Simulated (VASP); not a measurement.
Band structure of Yb (fcc). Computed with TPSS meta-GGA, VASP's PBE PAW potentials (set 64) (plane waves; VASP).

The 4f electrons are frozen in the core of the lanthanide potential, so 4f levels, which can set the real gap, and their magnetism are missing.

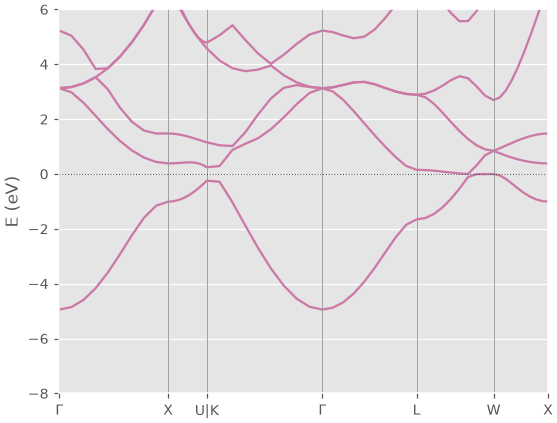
Figure: Bands along high-symmetry lines, zero at the valence-band maximum or, without a gap, the Fermi level

Q: Read the plot: is there a gap, and where are the band edges?

A: It has no gap at this level: it comes out as a metal or semimetal.

The compound is Yb in the fcc structure. It was relaxed first, which changed the volume by -5 %.
